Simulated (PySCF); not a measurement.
## OF₂ (charge +1): geometry relaxation

- system: OF₂ (oxygen difluoride), charge +1, multiplicity 2
- method: B3LYP/6-31G*, UKS (PySCF 2.14.0)

The atoms were displaced at random from an optimised geometry. The geometry is that of the parent species in another charge or spin state. Figures and captions count atoms from 1; the log counts them from 0 in places.

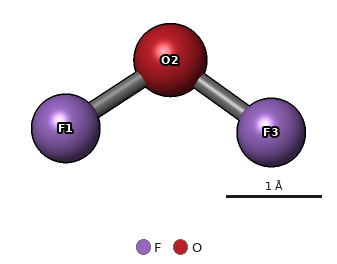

*The starting structure (ball-and-stick view, seen at a tilt; atoms are numbered from 1 in the order of the input).*

Bond lengths as drawn: F–O 1.32 to 1.35 Å.

## Results in brief

- outcome: converged
- total energy: −274.176576 hartree
- basis functions: 42
- ⟨S²⟩: 0.753
- zero-point energy: 0.006077 hartree
- wavenumbers, lowest and highest: 552 and 1114 cm⁻¹
- hardware: 1 thread of Arm Neoverse V2, 24 GiB of memory available, shared host
- wall time: 59 s
- peak memory: 0.8 GiB

## Notes

The record of the run, not the program, notes: dipole of an ion depends on the origin.

## Input file (job.py)
```python
from pyscf import gto, dft, symm
from pyscf.hessian import thermo
from pyscf.geomopt.geometric_solver import kernel as optimise

mol = gto.M(
    atom='F 0.953912 -0.308905 0.512658; O 0.002828 0.526708 0.042183; F -0.944464 -0.204533 -0.523579',
    basis='6-31g*',
    verbose=3,
    max_memory=1860,
    charge=1,
    spin=1,
)

mf = dft.UKS(mol, xc='b3lyp')
mf.conv_tol = 1e-10
mf.grids.level = 4
mf = mf.newton()
converged, mol_eq = optimise(mf, maxsteps=80)
print('converged:', converged)
print(mol_eq.tostring())

mf.reset(mol_eq)
mol = mol_eq
mf.kernel()
e_tot = mf.e_tot
print('E(%s) = %.9f' % ('B3LYP', e_tot))
hess = mf.Hessian().kernel()
modes = thermo.harmonic_analysis(mol, hess)
thermo.dump_normal_mode(mol, modes)
symm.geom.TOLERANCE = 1e-3  # for the symmetry number
th = thermo.thermo(mf, modes['freq_au'], 298.15, 101325)
thermo.dump_thermo(mol, th)
```

Run as:
```bash
OMP_NUM_THREADS=1 python job.py
```

## Log
```
#|     Arguments passed to driver run_optimizer():      |#
customengine              <pyscf.geomopt.geometric_solver.PySCFEngine object>
maxiter                   80
----------------------------------------------------------
Custom engine selected.
Bonds will be generated from interatomic distances less than 1.20 times sum of covalent radii
9 internal coordinates being used (instead of 9 Cartesians)
Internal coordinate system (atoms numbered from 1):
Distance 1-2
Distance 2-3
Angle 1-2-3
Translation-X 1-3
Translation-Y 1-3
Translation-Z 1-3
Rotation-A 1-3
Rotation-B 1-3
Rotation-C 1-3
<class 'geometric.internal.Distance'> : 2
<class 'geometric.internal.Angle'> : 1
<class 'geometric.internal.TranslationX'> : 1
<class 'geometric.internal.TranslationY'> : 1
<class 'geometric.internal.TranslationZ'> : 1
<class 'geometric.internal.RotationA'> : 1
<class 'geometric.internal.RotationB'> : 1
<class 'geometric.internal.RotationC'> : 1
> ===== Optimization Info: ====
> Job type: Energy minimization
> Maximum number of optimization cycles: 80
> Initial / maximum trust radius (Angstrom): 0.100 / 0.300
> Convergence Criteria:
> Will converge when all 5 criteria are reached:
>  |Delta-E| < 1.00e-06
>  RMS-Grad  < 3.00e-04
>  Max-Grad  < 4.50e-04
>  RMS-Disp  < 1.20e-03
>  Max-Disp  < 1.80e-03
> === End Optimization Info ===

Geometry optimization cycle 1
Cartesian coordinates (Angstrom)
 Atom        New coordinates             dX        dY        dZ
   F   0.953912  -0.308905   0.512658   -0.000000  0.000000  0.000000
   O   0.002828   0.526708   0.042183    0.000000  0.000000  0.000000
   F  -0.944464  -0.204533  -0.523579    0.000000  0.000000  0.000000

WARN: Mole.unit (angstrom) is changed to Bohr

WARN: HOMO -0.297214798022411 >= LUMO -0.29721479802241

converged SCF energy = -274.176269227985  <S^2> = 0.75287932  2S+1 = 2.0028773
--------------- SecondOrderUKS_Scanner gradients ---------------
         x                y                z
0 F     0.0105246256    -0.0075794532     0.0053119638
1 O    -0.0094167330     0.0067564996    -0.0047522881
2 F    -0.0011094265     0.0008253900    -0.0005596774
----------------------------------------------
cycle 1: E = -274.176269228  dE = -274.176  norm(grad) = 0.0188565
Step    0 : Gradient = 1.089e-02/1.402e-02 (rms/max) Energy = -274.1762692280
Hessian Eigenvalues: 5.00000e-02 5.00000e-02 5.00000e-02 ... 2.50000e-01 5.48911e-01 6.10206e-01

Geometry optimization cycle 2
Cartesian coordinates (Angstrom)
 Atom        New coordinates             dX        dY        dZ
   F   0.942317  -0.307668   0.506309   -0.011595  0.001237 -0.006349
   O   0.006782   0.528687   0.044471    0.003954  0.001979  0.002288
   F  -0.936775  -0.207826  -0.519518    0.007689 -0.003293  0.004061
converged SCF energy = -274.17651344019  <S^2> = 0.75282537  2S+1 = 2.0028234
--------------- SecondOrderUKS_Scanner gradients ---------------
         x                y                z
0 F     0.0027578531    -0.0038381329     0.0012782913
1 O    -0.0051773466     0.0033099021    -0.0026376851
2 F     0.0024178133     0.0005324310     0.0013589845
----------------------------------------------
cycle 2: E = -274.17651344  dE = -0.000244212  norm(grad) = 0.00875585
Step    1 : Displace = 9.790e-03/1.331e-02 (rms/max) Trust = 1.000e-01 (=) Grad = 5.055e-03/6.687e-03 (rms/max) E (change) = -274.1765134402 (-2.442e-04) Quality = 1.214
Hessian Eigenvalues: 4.99995e-02 5.00000e-02 5.00000e-02 ... 2.74577e-01 3.63741e-01 6.69938e-01

Geometry optimization cycle 3
Cartesian coordinates (Angstrom)
 Atom        New coordinates             dX        dY        dZ
   F   0.941807  -0.303630   0.506193   -0.000509  0.004039 -0.000116
   O   0.010395   0.523492   0.046127    0.003613 -0.005195  0.001656
   F  -0.939799  -0.206857  -0.521042   -0.003024  0.000969 -0.001524
converged SCF energy = -274.176569876563  <S^2> = 0.75280457  2S+1 = 2.0028026
--------------- SecondOrderUKS_Scanner gradients ---------------
         x                y                z
0 F    -0.0003861467     0.0007702246    -0.0001619965
1 O    -0.0008014943    -0.0021038209    -0.0005708127
2 F     0.0011858205     0.0013369688     0.0007327791
----------------------------------------------
cycle 3: E = -274.176569877  dE = -5.64364e-05  norm(grad) = 0.00314539
Step    2 : Displace = 4.890e-03/6.497e-03 (rms/max) Trust = 1.414e-01 (+) Grad = 1.816e-03/2.323e-03 (rms/max) E (change) = -274.1765698766 (-5.644e-05) Quality = 0.902
Hessian Eigenvalues: 4.99978e-02 5.00000e-02 5.00000e-02 ... 2.99864e-01 3.73382e-01 6.61396e-01

Geometry optimization cycle 4
Cartesian coordinates (Angstrom)
 Atom        New coordinates             dX        dY        dZ
   F   0.941625  -0.304113   0.506009   -0.000183 -0.000483 -0.000184
   O   0.010703   0.524768   0.046369    0.000308  0.001276  0.000242
   F  -0.939870  -0.207752  -0.521098   -0.000071 -0.000895 -0.000056
converged SCF energy = -274.176575510118  <S^2> = 0.75281062  2S+1 = 2.0028087
--------------- SecondOrderUKS_Scanner gradients ---------------
         x                y                z
0 F    -0.0001237854     0.0001192135    -0.0000583684
1 O    -0.0003976358    -0.0005313863    -0.0002512966
2 F     0.0005196273     0.0004158185     0.0003095661
----------------------------------------------
cycle 4: E = -274.17657551  dE = -5.63355e-06  norm(grad) = 0.00103698
Step    3 : Displace = 9.781e-04/1.372e-03 (rms/max) Trust = 2.000e-01 (+) Grad = 5.987e-04/7.340e-04 (rms/max) E (change) = -274.1765755101 (-5.634e-06) Quality = 1.278
Hessian Eigenvalues: 4.99786e-02 5.00000e-02 5.00000e-02 ... 2.87864e-01 3.79478e-01 4.87554e-01

Geometry optimization cycle 5
Cartesian coordinates (Angstrom)
 Atom        New coordinates             dX        dY        dZ
   F   0.941828  -0.304102   0.506037    0.000203  0.000011  0.000028
   O   0.010981   0.525005   0.046527    0.000278  0.000237  0.000158
   F  -0.940267  -0.208169  -0.521280   -0.000398 -0.000417 -0.000181
converged SCF energy = -274.176576222631  <S^2> = 0.75281361  2S+1 = 2.0028116
--------------- SecondOrderUKS_Scanner gradients ---------------
         x                y                z
0 F     0.0000040186    -0.0000169864     0.0000034506
1 O    -0.0000320728     0.0000071680    -0.0000171023
2 F     0.0000262646     0.0000134964     0.0000135439
----------------------------------------------
cycle 5: E = -274.176576223  dE = -7.12513e-07  norm(grad) = 5.23885e-05
```

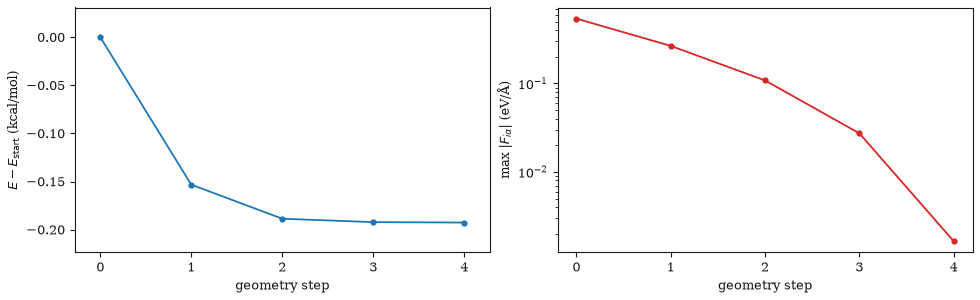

*Progress of the relaxation, step by step (steps are counted from 0).*

The atom that moves furthest after the best rigid fit is F1 (0.015 Å). Largest moves by element: F 0.015 Å, O 0.009 Å. Among the contacts that change: F1–O2 1.351 → 1.329 Å, O2–F3 1.324 → 1.328 Å. After 4 geometry steps the energy has fallen by 0.19 kcal/mol. The largest force component goes from 0.54 to 0.0016 eV/Å. (Atoms are counted from 1 in the order of the input.)

```
Step    4 : Displace = 4.164e-04/5.440e-04 (rms/max) Trust = 2.828e-01 (+) Grad = 3.025e-05/3.705e-05 (rms/max) E (change) = -274.1765762226 (-7.125e-07) Quality = 1.022
Hessian Eigenvalues: 4.99786e-02 5.00000e-02 5.00000e-02 ... 2.87864e-01 3.79478e-01 4.87554e-01
Converged! =D

converged: True
F           0.94182805       -0.30410185        0.50603685
O           0.01098090        0.52500487        0.04652744
F          -0.94026717       -0.20816870       -0.52127988

WARN: HOMO -0.295495833732979 >= LUMO -0.29549583373298

converged SCF energy = -274.176576222625  <S^2> = 0.75281379  2S+1 = 2.0028118
E(B3LYP) = -274.176576223
Mode                                 0                   1                   2
Irrep
Freq [cm^-1]                      551.9819           1000.9873           1114.4263
Reduced mass [au]                  18.4302             17.0550             17.2541
Force const [Dyne/A]                3.3085             10.0684             12.6254
Char temp [K]                     794.1791           1440.1978           1603.4113
Normal mode                   x     y     z       x     y     z       x     y     z
       0   F                 0.13  0.04  0.07    0.07 -0.06  0.04   -0.07  0.08 -0.03
       1   O                -0.00 -0.10 -0.01   -0.17  0.01 -0.09   -0.00 -0.18 -0.01
       2   F                -0.12  0.05 -0.07    0.07  0.06  0.04    0.07  0.07  0.04
temperature 298.1500 [K]
pressure 101325.00 [Pa]
Rotational constants [GHz] 73.20214 11.54847 9.97483
Symmetry number 2
Zero-point energy (ZPE) 0.00608 [Eh]   15954.568 [J/mol]
                           tot       elec      trans        rot        vib
Entropy [J/mol/K]       249.971      5.763    158.494     82.818      2.895
Cv [J/mol/K]             32.388      0.000     12.472     12.472      7.445
Cp [J/mol/K]             40.703      0.000     20.786     12.472      7.445
Internal energy [J/mol]                      3718.434   3718.434  16607.426
Internal energy [Eh]   -274.16742  -274.17658
Enthalpy [J/mol]                             6197.391   3718.434  16607.426
Enthalpy [Eh]          -274.16647
Gibbs free energy [J/mol]                  -41057.663 -20973.851  15744.151
Gibbs free energy [Eh] -274.19486
```

## Trajectory as extended XYZ (Å, eV, eV/Å), 5 frames, from step=0 to step=4
```
3
Properties=species:S:1:pos:R:3:forces:R:3 step=0 energy=-7460.71636
F     0.9539   -0.3089    0.5127   -0.5412   0.3898  -0.2732
O     0.0028    0.5267    0.0422    0.4842  -0.3474   0.2444
F    -0.9445   -0.2045   -0.5236    0.0570  -0.0424   0.0288
3
Properties=species:S:1:pos:R:3:forces:R:3 step=1 energy=-7460.72301
F     0.9423   -0.3077    0.5063   -0.1418   0.1974  -0.0657
O     0.0068    0.5287    0.0445    0.2662  -0.1702   0.1356
F    -0.9368   -0.2078   -0.5195   -0.1243  -0.0274  -0.0699
3
Properties=species:S:1:pos:R:3:forces:R:3 step=2 energy=-7460.72454
F     0.9418   -0.3036    0.5062    0.0199  -0.0396   0.0083
O     0.0104    0.5235    0.0461    0.0412   0.1082   0.0294
F    -0.9398   -0.2069   -0.5210   -0.0610  -0.0688  -0.0377
3
Properties=species:S:1:pos:R:3:forces:R:3 step=3 energy=-7460.72470
F     0.9416   -0.3041    0.5060    0.0064  -0.0061   0.0030
O     0.0107    0.5248    0.0464    0.0204   0.0273   0.0129
F    -0.9399   -0.2078   -0.5211   -0.0267  -0.0214  -0.0159
3
Properties=species:S:1:pos:R:3:forces:R:3 step=4 energy=-7460.72472
F     0.9418   -0.3041    0.5060   -0.0002   0.0009  -0.0002
O     0.0110    0.5250    0.0465    0.0016  -0.0004   0.0009
F    -0.9403   -0.2082   -0.5213   -0.0014  -0.0007  -0.0007
```

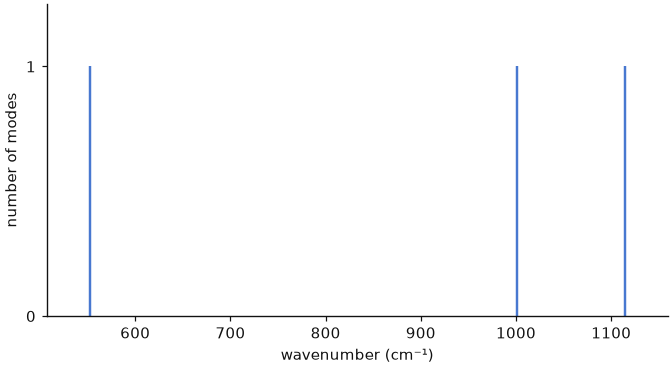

*Harmonic vibrational wavenumbers from the force constants; neighbouring modes closer than 3 cm⁻¹ are counted in one stick.*

3 modes from 552 to 1114 cm⁻¹, none imaginary.
